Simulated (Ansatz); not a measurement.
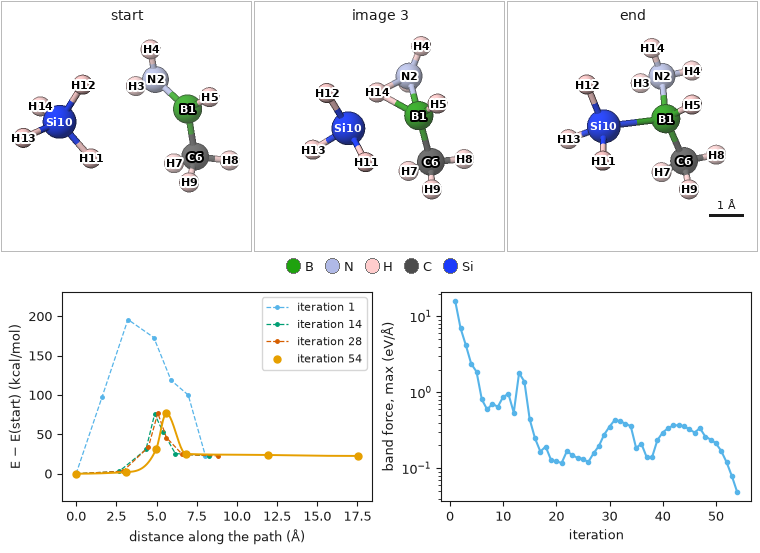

A nudged-elastic-band calculation for CH$_{10}$BNSi, made up at the start of CH$_{6}$BN and SiH$_{4}$. Images are numbered from 0 (start) to 6 (end). The plot follows the band through its iterations. A ball-and-stick model, seen at a tilt.

Level of theory: Ansatz 0.2.0, RHF/6-31G*. Set-up: 5 movable images; climbing image; force threshold 0.05 eV/Å; iteration limit 60; starting path through a guess of the saddle point.

How did the profile develop, and is the result final?

Answer. The run is converged, with reservations. The band converged in 54 iterations. The largest component of the band force went from 16 to 0.049 eV/Å. The climbing image converged on the top of the path. Its curvatures weren't checked. The first iteration put the highest image at 195.9 kcal/mol. The energy climbs by 77.0 kcal/mol to image 3 and then falls by 54.5 kcal/mol, so the end point sits at +22.6 kcal/mol.

Limits of the set-up: the start holds two separate molecules, 3.5 Å apart at their closest, whose relative position is a soft coordinate and is computed without a dispersion correction; Hartree-Fock leaves out electron correlation.
